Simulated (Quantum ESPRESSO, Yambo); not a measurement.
# LiCl (Fm-3m): G0W0 on several meshes in Yambo, part 2 of 2

Wanted: mesh dependence and cost of G0W0 for LiCl (Fm-3m).

Quantum ESPRESSO 7.5 and Yambo 5.3.0; PBE and many-body steps on it, plane waves. Known limits of the many-body steps: not at the basis limit; coarse k mesh.

So far. Step 5 (Empty states on the mesh, 4×4×4 mesh, 168 bands): On this mesh the gap is 6.285 eV. Step 7 (4×4×4): Against G0W0 in Yambo (6×6×6 mesh, 168 bands, screening to 231.3 eV, Godby-Needs plasmon pole), the gap moves by −0.008 eV.

**8. Empty states on the mesh, 8×8×8 mesh, 168 bands**

This step: Quantum ESPRESSO 7.5; DFT, PBE, plane waves, norm-conserving pseudopotentials.

File pw.in:

```
&control
  calculation = 'nscf'
  prefix = 'x'
  outdir = 'o'
  pseudo_dir = 'pseudo'
/
&system
  ibrav = 0
  nat = 2
  ntyp = 2
  ecutwfc = 66.0
  nbnd = 168
  force_symmorphic = .true.
/
&electrons
  conv_thr = 1e-9
  electron_maxstep = 80
  diago_full_acc = .true.
  diago_thr_init = 5e-6
/
ATOMIC_SPECIES
  Li 6.94 Li.upf
  Cl 35.45 Cl.upf
CELL_PARAMETERS angstrom
  0.0000000000 2.5715000000 2.5715000000
  2.5715000000 0.0000000000 2.5715000000
  2.5715000000 2.5715000000 -0.0000000000
ATOMIC_POSITIONS crystal
  Li 0.0000000000 0.0000000000 0.0000000000
  Cl 0.5000000000 0.5000000000 0.5000000000
K_POINTS automatic
  8 8 8 0 0 0
```

The run is started by

```sh
> OMP_NUM_THREADS=1 mpirun -n 4 pw.x -nk 4 -in pw.in > pw.out
```

The log of the run:

```text
[banner, memory and clock lines left out]
Program PWSCF v.7.5 starts

     Atomic positions and unit cell read from directory:
     o/x.save/

     Message from routine setup:
     using ibrav=0 with symmetry is DISCOURAGED, use correct ibrav instead

     G-vector sticks info

     bravais-lattice index     =            0
     lattice parameter (alat)  =       6.8723  a.u.
     unit-cell volume          =     229.5018 (a.u.)^3
     number of atoms/cell      =            2
     number of atomic types    =            2
     number of electrons       =        10.00
[...]
[... 9 further rows ...]
[...]
k = 0.0884 0.0884-0.0884 (  2073 PWs)   bands (ev):

[...]
[... 9 further rows ...]
[...]
k = 0.1768 0.1768-0.1768 (  2067 PWs)   bands (ev):

[...]
[... 9 further rows ...]
   145.3734 148.8940 148.8940 152.0241 152.8128 154.8868 154.8868 155.4146
   155.4146 155.8745 159.3890 160.4087 160.4087 161.4492 161.4492 162.1190

          k = 0.2652 0.2652-0.2652 (  2072 PWs)   bands (ev):

     [... further k-points ...]

     highest occupied, lowest unoccupied level (ev):     1.5999    7.8845

     XML data file, pseudopotentials, collected wavefunctions
```

Run time: 26 s. Hardware: 4 MPI ranks of Arm Neoverse V1, shared host; peak memory 0.31 GiB; 1.8 min of CPU time.

Numbers from this step:

| Item | Value |
| --- | --- |
| gap | 6.285 eV |
| k of the valence top | 0, 0, 0 |
| k of the conduction bottom | 0, 0, 0 |
| least direct gap | 6.285 eV |
| k points computed | 29 |
| lowest point of the top converged band, above the valence top | 151.8072 eV |

On this mesh the gap is 6.285 eV.

**9. Conversion and set-up**

This step: Yambo 5.3.0; conversion and set-up on PBE, plane waves, norm-conserving pseudopotentials.

The run is started by

```sh
> (cd o/x.save; p2y > p2y.log; mv SAVE ../..); yambo > setup.log
```

The log of the run:

```text
 Yambo, version 5.3.0

 [02] CORE Variables Setup
 =========================

  [02.01] Unit cells
  ==================

  Cell kind             :  FCC
  Atoms in the cell     :  Li  Cl
  number of Li atoms    :  1
  number of Cl atoms    :  1

  List of atomic masses
  Mass of Li    :  6.940000
  Mass of Cl    :  35.45000

  List of atomic coordinates    : [cc]
  Li1       :  0.000000  0.000000  0.000000  order 1
  Cl1       :  4.859431  4.859431  4.859431  order 2

  Alat factors          :  4.859431  4.859431  4.859431 [a.u.]
  Direct lattice volume :  229.5018 [a.u.]
[...]
Q [ 1]         [rlu]:  0.000000  0.000000  0.000000
 Q [ 2]         [rlu]:  0.50511E-17  0.50511E-17  0.12500
 Q [ 3]         [rlu]:  0.10102E-16  0.10102E-16  0.25000
[...]
Q [ 8]         [rlu]: -0.31531E-16  0.12500      0.37500
 Q [ 9]         [rlu]:  0.38737E-17  0.12500      0.50000
 Q [10]         [rlu]: -0.63137E-16  0.12500     -0.37500
     [... 17 further rows ...]
 Q [28]         [rlu]:  0.125000 -0.500000 -0.375000
 Q [29]         [rlu]:  0.250000 -0.500000 -0.250000

  [03.01] X indexes
  =================

   [03.01.01] Sigma indexes
   ========================

 [06] Game Over & Game summary
```

It took 2.6 s on 1 MPI rank; peak memory 0.24 GiB.

**10. 8×8×8**

This step: G0W0 on PBE, plane waves, norm-conserving pseudopotentials.

File gw12.in:

```
HF_and_locXC
gw0
dyson
ppa
em1d
rim_cut
RandQpts= 1000000
RandGvec= 1 RL
EXXRLvcs= 66 Ry
VXCRLvcs= 264 Ry
Chimod= "HARTREE"
% BndsRnXp
 1 | 168 |
%
NGsBlkXp= 17 Ry
% LongDrXp
 1 | 1 | 1 |
%
% GbndRnge
 1 | 168 |
%
DysSolver= "n"
ExtendOut
PPAPntXp= 27.21138 eV
% QPkrange
 1 | 1 | 4 | 7 |
%
```

The run is started by

```sh
> OMP_NUM_THREADS=1 mpirun -n 4 yambo -F gw12.in -J gw12 -C gw12 > gw12.log
```

The log of the run:

```text
 Yambo, version 5.3.0

 [02] CORE Variables Setup
 =========================

  [... cell, symmetries and grids as in the set-up ...]

  [02.05] Energies & Occupations
  ==============================

  [X] === General ===
  [X] Electronic Temperature                        :  0.000000  0.000000 [eV K]
  [X] Bosonic    Temperature                        :  0.000000  0.000000 [eV K]
  [X] Finite Temperature mode                       : no
  [X] El. density                                   :  0.29404E+24 [cm-3]
[...]
Sx RL components                                 :  2109

   QP @ state[ 1 ] K range                          :  1  1
   QP @ state[ 1 ] b range                          :   4   7
   GF energies kind                                 : Perdew, Burke & Ernzerhof(X)+Perdew, Burke & Ernzerhof(C)
   GF WF`s kind                                     : Perdew, Burke & Ernzerhof(X)+Perdew, Burke & Ernzerhof(C)
   Xs energies kind                                 : Perdew, Burke & Ernzerhof(X)+Perdew, Burke & Ernzerhof(C)
   Xs WF`s kind                                     : Perdew, Burke & Ernzerhof(X)+Perdew, Burke & Ernzerhof(C)

 [11] Game Over & Game summary
```

Wall time 19 min (4 MPI ranks); peak memory 2.2 GiB.

Numbers from this step:

- G0W0 gap on the points computed: 9.028 eV
- starting gap on the mesh: 6.285 eV
- k of the valence top: 0, 0, 0
- k of the conduction bottom: 0, 0, 0
- least direct G0W0 gap on the computed points: 9.028 eV

Against G0W0 in Yambo (6×6×6 mesh, 168 bands, screening to 231.3 eV, Godby-Needs plasmon pole), the gap moves by −0.001 eV.

**11. Side by side**

Times are wall times on 4 MPI ranks of Arm Neoverse V1, shared host, good to a factor of about two.

```
  run   mesh  bands  screening cutoff (eV)  DFT gap (eV)  gap on the mesh (eV)  direct (eV)     time
6×6×6  6×6×6    168                  231.3         6.285                 9.029        9.029  5.2 min
4×4×4  4×4×4    168                  231.3         6.285                 9.021        9.021     65 s
8×8×8  8×8×8    168                  231.3         6.285                 9.028        9.028   19 min
```

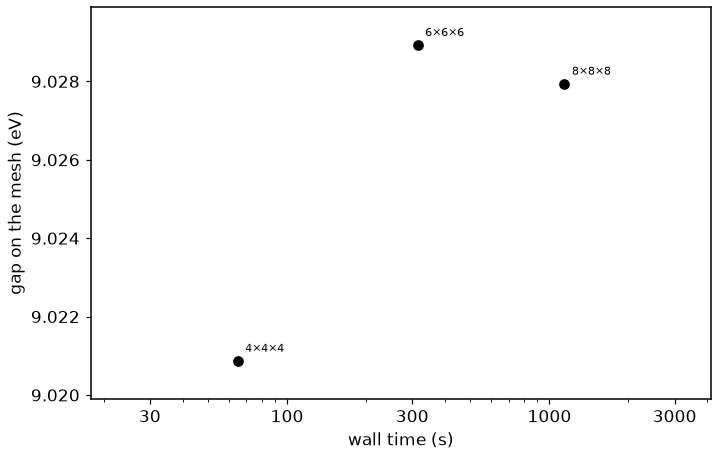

Result against wall time.

**12. What came out**

| Quantity | Value |
| --- | --- |
| 6×6×6 | 9.029 eV |
| 4×4×4 | 9.021 eV |
| 8×8×8 | 9.028 eV |
| known limits | not at the basis limit; coarse k mesh |

What this shows: 4×4×4: −0.008 eV against 6×6×6. 8×8×8: no change against 6×6×6. Bands and cutoff are finite, so the gap is not at the basis limit. The miss can reach some tenths of an eV and take either sign; the mesh is an error of its own. In the G0W0 runs levels were corrected at 1 k point alone, so a gap called «on the mesh» is the least over those, and an edge elsewhere would be missed.

[Paths, hosts, dates, memory and timing lines, banners, echoed tables and standing remarks are left out of the program output.]

[Logs are printed without paths, hosts, clocks, repeated set-up lines and the standing remarks that a program may print on its own settings, such as how far it seeks lower states.]

[Runs of the session that timed out or met a known fault of the program may be left out.]

[Hosts, paths, dates, database ids (printed as entryN), source tags and the programs' standing remarks are cut or masked in the printed files.]
